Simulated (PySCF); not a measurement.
C$_{3}$H$_{8}$ClNSi$_{2}$

The calculation's input:

```
{"job": {"kind": "nmr", "xc": "PBE0", "basis": "pcSseg-1"}, "charge": 0, "multiplicity": 1}
N      2.994756     1.941939    -0.472699
C      2.607021     0.864374    -0.441521
Si     1.930063    -0.877844    -0.393120
C      0.038337    -0.657305    -0.528163
C     -0.527987     0.347350     0.459892
Si    -2.434110     0.532341     0.400757
Cl    -0.111347    -0.170362     2.130857
H      2.448290    -1.561243    -1.581073
H      2.372318    -1.491207     0.854759
H     -0.455287    -1.620787    -0.387506
H     -0.224813    -0.314390    -1.532015
H     -0.027734     1.310034     0.332667
H     -2.782140     0.975836    -0.950667
H     -2.825015     1.512116     1.407640
H     -3.006766    -0.782863     0.678279
```

Launched as:

```sh
OMP_NUM_THREADS=1 python probes_run.py task.json out
```

Geometry: GFN2-xTB.

Theory: PBE0/pcSseg-1, SCF density, gas phase, non-relativistic (PySCF 2.14.0).

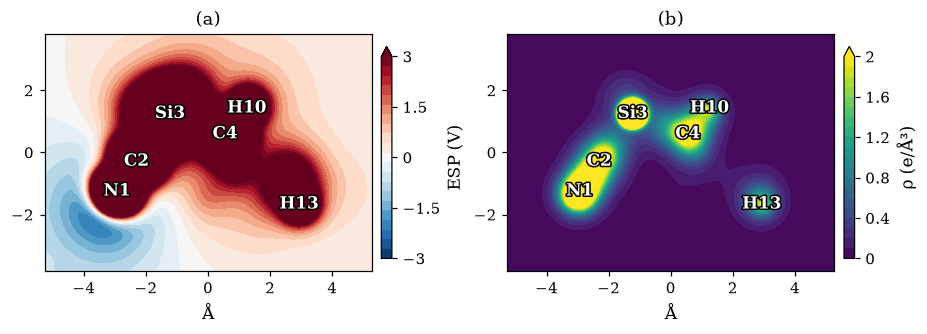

Figure 1. (a) molecular electrostatic potential; (b) electron density on the plane of atoms C2, Si3 and C4.

Q: Interpret the plot.

A:
- The section cuts through N, C, Si and H sites.
- C–N (1.15 Å): ρ at the midpoint is about 3.6 e/Å³.
- C–Si (1.87 Å): ρ at the midpoint is about 0.88 e/Å³.
- C–H (1.09 Å): ρ is about 2 e/Å³ halfway.
- C–Si (1.91 Å): ρ is about 0.91 e/Å³ halfway.
- Outside the dense part of the molecule the potential is most negative (−2.1 V) near N1.

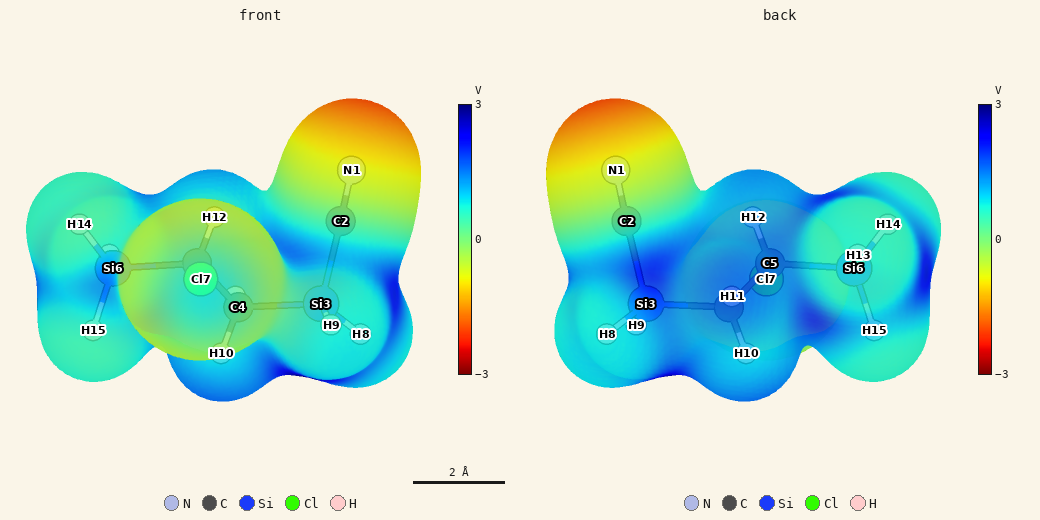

Figure 2. The molecular electrostatic potential painted on the density surface at 0.004 e/bohr³, seen from the front and from behind; the colour scale runs from red (negative) to blue (positive).

Q: Describe the electrostatic potential map.

A: The most negative region (about −1.9 V) lies over N1, the most positive (about +2.7 V) over Si3. Cl7 shows a σ-hole: about +0.7 V at the tip opposite its bond, against about −0.2 V on its flanks. N1 is the likeliest acceptor of a hydrogen bond.

Q: What dipole moment does the calculation give?

A: Its dipole moment is 3.93 D.
